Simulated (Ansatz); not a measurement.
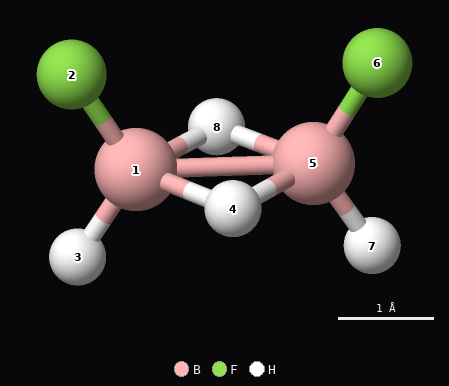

Fig. 1: The input geometry (ball-and-stick view, seen at a tilt; atoms are numbered from 1 in the order of the input).

**Geometry relaxation of B$_{2}$H$_{4}$F$_{2}$**

System: B$_{2}$H$_{4}$F$_{2}$ (diborane 1,2-di F).
Method: RKS B3LYP-D4/def2-TZVP (Ansatz 0.2.0).

The geometry: GFN2-xTB start. Figures and captions count atoms from 1; the log counts them from 0 in places.

Input file:
```yaml
crystal:
  periodic: [false, false, false]
  atoms:
    - {symbol: B, position_ang: [0.900280, 0.135600, 0.220540]}
    - {symbol: F, position_ang: [1.577350, -0.870490, 0.774860]}
    - {symbol: H, position_ang: [1.468510, 1.149340, 0.064650]}
    - {symbol: H, position_ang: [-0.279410, 0.344870, 0.872020]}
    - {symbol: B, position_ang: [-0.901660, -0.069840, -0.243330]}
    - {symbol: F, position_ang: [-1.523610, -1.233090, -0.048610]}
    - {symbol: H, position_ang: [-1.518140, 0.797180, -0.736440]}
    - {symbol: H, position_ang: [0.276680, -0.253560, -0.903690]}
basis:
  gaussian: {orbitals: def2-TZVP}
hamiltonian: {xc: {name: B3LYP}, dispersion: d4}
scf: {lower_state_search: "off"}
output: {orbitals: {seedname: orbitals}}
relax: {f_tol: 0.02, max_steps: 100}
```

Hardware: 4 threads of Arm Neoverse V1, 23 GiB of memory available, shared host.

Launched with:
```bash
ansatz run in.yaml --threads 4 --pin off --events-out ev --progress --plain --max-ram 3916MiB
```

The program's output:
```
Functional definition: B3LYP
  name "B3LYP"
  cite "Stephens, Devlin, Chabalowski & Frisch, J. Phys. Chem. 98, 11623 (1994) doi:10.1021/j100096a001"
  cite "Becke, Phys. Rev. A 38, 3098 (1988) doi:10.1103/PhysRevA.38.3098"
  cite "Lee, Yang & Parr, Phys. Rev. B 37, 785 (1988) doi:10.1103/PhysRevB.37.785"
  cite "Vosko, Wilk & Nusair, Can. J. Phys. 58, 1200 (1980) doi:10.1139/p80-159"
  parameter a0 = 0.2
  parameter ax = 0.72
  parameter ac = 0.81
  exchange = (1 - a0 - ax)*slater_x + ax*b88_x + a0*exact_x
  correlation = (1 - ac)*vwn_rpa_c + ac*lyp_c
these checks for a lower state are left out or cut short: stability, starts, cluster_reference, orbital_swaps, neighbouring_geometries, increment
826 factors; their error is unknown
mean field evaluation 1: about -6854.6446 eV, gradient 3.9e1 eV
mean field evaluation 2: about -6853.3365 eV, gradient 5.4e1 eV
mean field evaluation 4: about -6857.0986 eV, gradient 9.0e-1 eV
mean field evaluation 8: about -6857.1145 eV, gradient 1.7e-1 eV
mean field evaluation 16: about -6857.1146 eV, gradient 1.6e-5 eV
mean field -6857.11457383 eV, -251.9943126690 hartree, gradient 4.2e-6 eV, S^2 0.000000; 0 other end points of the search recorded, 0 dependent functions left out
the calculation of the forces begins
reference -6857.11481569 eV, -251.9943215573 hartree; 16, 16 occupied and 132, 132 virtual orbitals, 826 factors
relax step   1: F+E_penalty+E_count = -6857.26031713 eV  Δ(F+E_penalty+E_count) = +0.000e0 eV  max|allowed force component| = 7.177e-1 eV/Å  Δτ_max = 0.0000 Å  (14 SCF iters, accepted)
these checks for a lower state are left out or cut short: stability, starts, cluster_reference, orbital_swaps, neighbouring_geometries, increment
826 factors; their error is unknown
mean field -6857.18969944 eV, -251.9970734844 hartree, gradient 1.1e-6 eV, S^2 0.000000; 0 other end points of the search recorded, 0 dependent functions left out
the calculation of the forces begins
reference -6857.18994082 eV, -251.9970823547 hartree; 16, 16 occupied and 132, 132 virtual orbitals, 826 factors
relax step   2: F+E_penalty+E_count = -6857.33681808 eV  Δ(F+E_penalty+E_count) = -7.650e-2 eV  max|allowed force component| = 3.366e-1 eV/Å  Δτ_max = 0.0625 Å  (20 SCF iters, accepted)
these checks for a lower state are left out or cut short: stability, starts, cluster_reference, orbital_swaps, neighbouring_geometries, increment
826 factors; their error is unknown
mean field evaluation 32: about -6857.2015 eV, gradient 1.3e-6 eV
mean field -6857.20146331 eV, -251.9975057984 hartree, gradient 1.3e-6 eV, S^2 0.000000; 0 other end points of the search recorded, 0 dependent functions left out
the calculation of the forces begins
reference -6857.20170392 eV, -251.9975146406 hartree; 16, 16 occupied and 132, 132 virtual orbitals, 826 factors
relax step   3: F+E_penalty+E_count = -6857.34925430 eV  Δ(F+E_penalty+E_count) = -1.244e-2 eV  max|allowed force component| = 7.040e-2 eV/Å  Δτ_max = 0.0301 Å  (20 SCF iters, accepted)
these checks for a lower state are left out or cut short: stability, starts, cluster_reference, orbital_swaps, neighbouring_geometries, increment
826 factors; their error is unknown
mean field -6857.20182450 eV, -251.9975190720 hartree, gradient 1.3e-6 eV, S^2 0.000000; 0 other end points of the search recorded, 0 dependent functions left out
the calculation of the forces begins
reference -6857.20206510 eV, -251.9975279140 hartree; 16, 16 occupied and 132, 132 virtual orbitals, 826 factors
relax step   4: F+E_penalty+E_count = -6857.34967285 eV  Δ(F+E_penalty+E_count) = -4.185e-4 eV  max|allowed force component| = 2.334e-2 eV/Å  Δτ_max = 0.0040 Å  (21 SCF iters, accepted)
these checks for a lower state are left out or cut short: stability, starts, cluster_reference, orbital_swaps, neighbouring_geometries, increment
826 factors; their error is unknown
mean field -6857.20175197 eV, -251.9975164066 hartree, gradient 1.2e-6 eV, S^2 0.000000; 0 other end points of the search recorded, 0 dependent functions left out
the calculation of the forces begins
reference -6857.20199264 eV, -251.9975252510 hartree; 16, 16 occupied and 132, 132 virtual orbitals, 826 factors
relax step   5: F+E_penalty+E_count = -6857.34961527 eV  Δ(F+E_penalty+E_count) = +5.757e-5 eV  max|allowed force component| = 4.020e-2 eV/Å  Δτ_max = 0.0065 Å  (20 SCF iters, rejected (line search))
these checks for a lower state are left out or cut short: stability, starts, cluster_reference, orbital_swaps, neighbouring_geometries, increment
826 factors; their error is unknown
mean field -6857.20190257 eV, -251.9975219411 hartree, gradient 1.8e-6 eV, S^2 0.000000; 0 other end points of the search recorded, 0 dependent functions left out
the calculation of the forces begins
reference -6857.20214320 eV, -251.9975307840 hartree; 16, 16 occupied and 132, 132 virtual orbitals, 826 factors
relax step   6: F+E_penalty+E_count = -6857.34976049 eV  Δ(F+E_penalty+E_count) = -8.765e-5 eV  max|allowed force component| = 2.283e-3 eV/Å  Δτ_max = 0.0032 Å  (13 SCF iters, accepted)
```

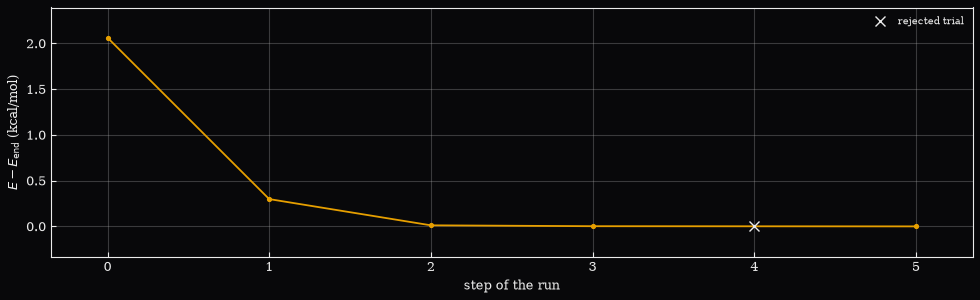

Fig. 2: Progress of the relaxation, step by step (the first geometry is step 0 here and step 1 in the log).

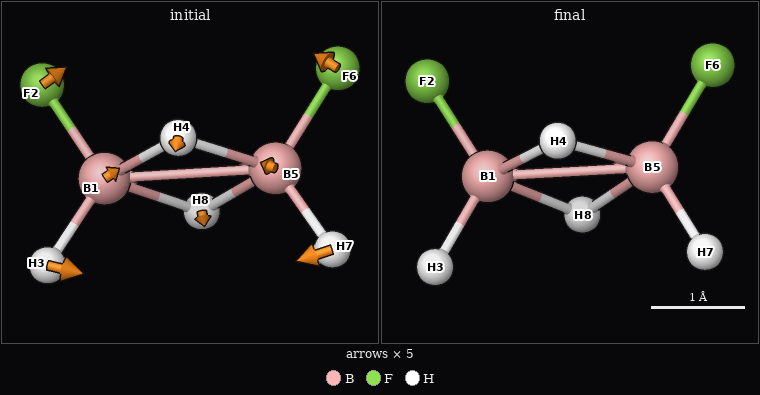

Fig. 3: Before (left) and after (right) the relaxation, at one scale (ball-and-stick view, seen at a tilt). The orange arrows give the displacements, magnified 5 times. The largest moves after the best rigid fit, 0.086 Å, are those of H3 and H7. Largest moves by element: H 0.086 Å, F 0.070 Å, B 0.042 Å. Distances before and after: B1–B5 1.872 → 1.800 Å, B1–H4 1.364 → 1.335 Å, B1–H3 1.173 → 1.189 Å, B1–H8 1.343 → 1.334 Å. Among the angles that change: H3–B1–H8 111.4° → 106.3°, H3–B1–H4 110.5° → 106.2°, F2–B1–H3 117.5° → 121.7°. The energy falls by 2.06 kcal/mol in 5 geometry steps. The largest force component goes from 0.72 to 0.0023 eV/Å. The line search rejected the trial step at point 4 (counted from 0) and went back. (Atoms are counted from 1 in the order of the input.)

```
Total energy: -6857.35000112 eV, -252.0029644624 hartree
Atom 0 at     0.863696     0.115105     0.225390 Å, force     0.000612    -0.000320     0.001101 eV/Å
Atom 1 at     1.524118    -0.915323     0.774974 Å, force    -0.001284    -0.000227     0.000372 eV/Å
Atom 2 at     1.389949     1.163267     0.033123 Å, force     0.001940    -0.000496     0.000919 eV/Å
Atom 3 at    -0.275876     0.381559     0.866792 Å, force     0.001711     0.001948    -0.000133 eV/Å
Atom 4 at    -0.864419    -0.087562    -0.234821 Å, force     0.000009    -0.001306    -0.002283 eV/Å
Atom 5 at    -1.468754    -1.266340    -0.022144 Å, force     0.001154    -0.000280     0.000250 eV/Å
Atom 6 at    -1.440534     0.831064    -0.721417 Å, force    -0.002051    -0.000921     0.000179 eV/Å
Atom 7 at     0.271819    -0.221761    -0.921898 Å, force    -0.002091     0.001601    -0.000405 eV/Å
Dipole moment:    -0.008278     0.325441    -0.112265 e Å
Checks for a lower state left out: stability, starts, cluster_reference, orbital_swaps, neighbouring_geometries, increment
```

Trajectory as extended XYZ (Å, eV, eV/Å), 6 frames, from step=1 to step=6:
```
8
Properties=species:S:1:pos:R:3:forces:R:3 step=1 energy=-6857.26032
B     0.9003    0.1356    0.2205   -0.7083  -0.3417  -0.0226
F     1.5774   -0.8705    0.7749   -0.0079  -0.4305   0.1400
H     1.4685    1.1493    0.0646   -0.1734   0.4923  -0.2172
H    -0.2794    0.3449    0.8720    0.0549   0.2123  -0.0460
B    -0.9017   -0.0698   -0.2433    0.7177  -0.2240   0.2208
F    -1.5236   -1.2331   -0.0486    0.0259  -0.4294   0.1537
H    -1.5181    0.7972   -0.7364    0.1495   0.5295  -0.1356
H     0.2767   -0.2536   -0.9037   -0.0583   0.1917  -0.0932
8
Properties=species:S:1:pos:R:3:forces:R:3 step=2 energy=-6857.33682
B     0.8781    0.1207    0.2198   -0.3360  -0.0949   0.0126
F     1.5455   -0.8988    0.7734    0.0137  -0.1422   0.0450
H     1.4109    1.1630    0.0451   -0.0536   0.1382  -0.0756
H    -0.2812    0.3673    0.8803    0.0862   0.0263  -0.1735
B    -0.8790   -0.0803   -0.2336    0.3366  -0.0689   0.0416
F    -1.4908   -1.2533   -0.0308   -0.0064  -0.1398   0.0529
H    -1.4612    0.8225   -0.7304    0.0466   0.1579  -0.0253
H     0.2778   -0.2410   -0.9238   -0.0871   0.1234   0.1224
8
Properties=species:S:1:pos:R:3:forces:R:3 step=3 energy=-6857.34925
B     0.8666    0.1137    0.2233   -0.0704   0.0111   0.0201
F     1.5281   -0.9148    0.7749    0.0048   0.0161  -0.0049
H     1.3842    1.1669    0.0319    0.0162  -0.0207   0.0091
H    -0.2778    0.3777    0.8670    0.0326   0.0036   0.0067
B    -0.8671   -0.0875   -0.2325    0.0675  -0.0002  -0.0201
F    -1.4728   -1.2660   -0.0222   -0.0043   0.0162  -0.0075
H    -1.4350    0.8350   -0.7225   -0.0144  -0.0233   0.0043
H     0.2740   -0.2250   -0.9198   -0.0319  -0.0027  -0.0077
8
Properties=species:S:1:pos:R:3:forces:R:3 step=4 energy=-6857.34967
B     0.8644    0.1144    0.2241   -0.0225   0.0079   0.0101
F     1.5254   -0.9147    0.7748    0.0069  -0.0047   0.0004
H     1.3871    1.1645    0.0332    0.0111  -0.0017  -0.0011
H    -0.2759    0.3802    0.8676    0.0046   0.0011  -0.0025
B    -0.8652   -0.0873   -0.2332    0.0233  -0.0013  -0.0178
F    -1.4700   -1.2659   -0.0225   -0.0069  -0.0032   0.0043
H    -1.4377    0.8320   -0.7225   -0.0117  -0.0003   0.0042
H     0.2718   -0.2232   -0.9215   -0.0048   0.0022   0.0025
8
Properties=species:S:1:pos:R:3:forces:R:3 step=5 energy=-6857.34962 accepted=F
B     0.8628    0.1164    0.2273    0.0386  -0.0332  -0.0023
F     1.5229   -0.9174    0.7738   -0.0260   0.0335  -0.0090
H     1.3931    1.1628    0.0346   -0.0087  -0.0068   0.0010
H    -0.2756    0.3833    0.8658   -0.0061   0.0026  -0.0007
B    -0.8634   -0.0879   -0.2378   -0.0402  -0.0176   0.0383
F    -1.4675   -1.2670   -0.0196    0.0239   0.0288  -0.0176
H    -1.4438    0.8298   -0.7219    0.0100  -0.0073  -0.0006
H     0.2715   -0.2199   -0.9222    0.0084  -0.0001  -0.0092
8
Properties=species:S:1:pos:R:3:forces:R:3 step=6 energy=-6857.34976
B     0.8637    0.1151    0.2254    0.0006  -0.0003   0.0011
F     1.5241   -0.9153    0.7750   -0.0013  -0.0002   0.0004
H     1.3899    1.1633    0.0331    0.0019  -0.0005   0.0009
H    -0.2759    0.3816    0.8668    0.0017   0.0019  -0.0001
B    -0.8644   -0.0876   -0.2348    0.0000  -0.0013  -0.0023
F    -1.4688   -1.2663   -0.0221    0.0012  -0.0003   0.0003
H    -1.4405    0.8311   -0.7214   -0.0021  -0.0009   0.0002
H     0.2718   -0.2218   -0.9219   -0.0021   0.0016  -0.0004
```

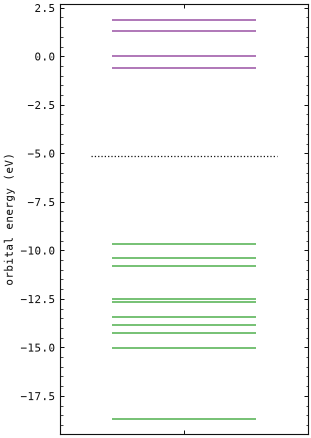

Fig. 4: Orbital energies near the frontier; the dotted line parts filled from empty levels, and levels within 0.02 eV of each other stand side by side. Highest filled −9.67 eV, lowest empty −0.62 eV, 9.05 eV apart.

Key numbers:

| quantity | value |
| --- | --- |
| outcome | converged |
| total energy | −6857.3500 eV |
| mean-field energy | −6857.2021 eV |
| dispersion energy | −0.1479 eV |
| HOMO | −9.67 eV |
| LUMO | −0.62 eV |
| largest force (length of the vector) at the end | 0.003 eV/Å |
| dipole moment | 1.65 D |
| wall time | 5.5 s (CPU time 19 s) |
| peak memory | 0.25 GiB |
